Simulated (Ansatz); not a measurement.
## How far to go with the plane-wave cutoff: LaNiGe₃ (I4mm, 5 atoms in the cell)

```yaml
crystal:
  lattice:
    - [-2.19443, 2.19443, 4.82653]
    - [2.19443, -2.19443, 4.82653]
    - [2.19443, 2.19443, -4.82653]
  atoms:
    - { symbol: La, position: [0.57708, 0.57708, 0.00000] }
    - { symbol: Ni, position: [0.23409, 0.23409, 0.00000] }
    - { symbol: Ge, position: [0.82993, 0.32993, 0.50000] }
    - { symbol: Ge, position: [0.32993, 0.82993, 0.50000] }
    - { symbol: Ge, position: [0.99096, 0.99096, 0.00000] }
```

Computed with LDA (PW92), default PAW files made with PBE (plane waves; Ansatz, an electronic-structure program).

Base settings: basis.ecutwfc = 420 eV; kpoints.mp_grid.grid = 5 5 5; hamiltonian.xc = lda; hamiltonian.pseudopotentials = {kind: paw} (the program's default PAW files); scf.occupations.method = gaussian; scf.occupations.width = 0.1 eV.

The second cell is the first with its lattice scaled by 0.98.

The mesh stays at the base's, so the ladder's end is converged at best in this setting alone.

The first pressure column holds Ansatz's estimate of the finite-basis (Pulay) stress, which hides part of the cutoff error; the other is without it.

Only quantities that move along the ladder and can be compared are tabulated.

The count of work is k-points × plane waves × bands × iterations; it is no time. 

The starting cell comes from a database of computed structures (which also holds hypothetical and non-ambient phases and stackings), without a prior relaxation at this level. Its lattice was rescaled by up to half a per cent. One atom was moved a little off its site on purpose. Spin polarisation is off. In the base run, with a pressure of about -4 GPa the cell is away from its equilibrium volume at this level.

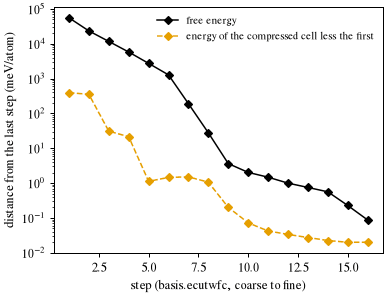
Figure: Distance from the last step along the ladder; very small values are drawn at a floor.

| basis.ecutwfc | free energy less the last step's (meV/atom) | energy of the compressed cell less the first (meV/atom) | pressure (GPa) | pressure without the Pulay estimate (GPa) | largest difference of a force vector from the last step's (eV/Å) | count of work / last |
|---|---|---|---|---|---|---|
| 145 eV | 55979.29 | 385.30 | -7.41 | -1625.46 | 4.671 | 0.090 |
| 170 eV | 23479.91 | 345.04 | 8.01 | -789.98 | 3.275 | 0.096 |
| 190 eV | 11721.84 | 20.93 | -2.18 | -450.92 | 0.452 | 0.092 |
| 210 eV | 5813.05 | -31.62 | -3.49 | -257.51 | 0.262 | 0.11 |
| 230 eV | 2745.58 | -8.95 | -5.96 | -141.58 | 0.197 | 0.12 |
| 250 eV | 1281.29 | -8.62 | -4.55 | -77.30 | 0.043 | 0.14 |
| 295 eV | 190.81 | -8.56 | -4.42 | -18.94 | 0.022 | 0.16 |
| 335 eV | 27.78 | -9.01 | -4.37 | -7.12 | 0.012 | 0.20 |
| 380 eV | 3.63 | -9.87 | -4.47 | -4.70 | 0.003 | 0.23 |
| 420 eV | 2.03 | -10.00 | -4.49 | -4.52 | 0.001 | 0.27 |
| 460 eV | 1.48 | -10.03 | -4.49 | -4.53 | 0.000 | 0.31 |
| 505 eV | 1.00 | -10.04 | -4.49 | -4.51 | 0.000 | 0.40 |
| 565 eV | 0.75 | -10.05 | -4.49 | -4.50 | 0.000 | 0.47 |
| 630 eV | 0.56 | -10.05 | -4.49 | -4.51 | 0.000 | 0.55 |
| 735 eV | 0.23 | -10.06 | -4.50 | -4.50 | 0.000 | 0.63 |
| 840 eV | 0.09 | -10.07 | -4.50 | -4.50 | 0.000 | 0.77 |
| 1010 eV | 0.00 | -10.07 | -4.50 | -4.50 | 0.000 | 1.0 |

Coarsest basis.ecutwfc that holds the pressure within 0.5 GPa of the last step, with all finer ones: 250 eV, at 0.14 of the last step's count of work; the step before is off by 1.5 GPa.

Coarsest basis.ecutwfc that holds the pressure without the Pulay estimate within 0.5 GPa of the last step, with all finer ones: 380 eV, at 0.23 of the last step's count of work; the step before is off by 2.6 GPa.

Coarsest basis.ecutwfc that holds the free energy within 0.5 meV/atom of the last step, with all finer ones: 735 eV; the step before is off by 0.56 meV/atom.

The energy difference between the two cells stays within 1 meV/atom of the last step's from 380 eV on, the total only from 505 eV on: much of the error is common to both cells and cancels.

Two neighbours can agree and both be off: 250 eV and 295 eV differ by 0.05 meV/atom in the energy of the compressed cell less the first, yet lie about 1.5 meV/atom from the last step.

At the lowest cutoff the pressure without the Pulay estimate lies 1620 GPa under the last step's, the usual sign of Pulay stress in an incomplete plane-wave basis.

Keys are those of Ansatz 0.2.
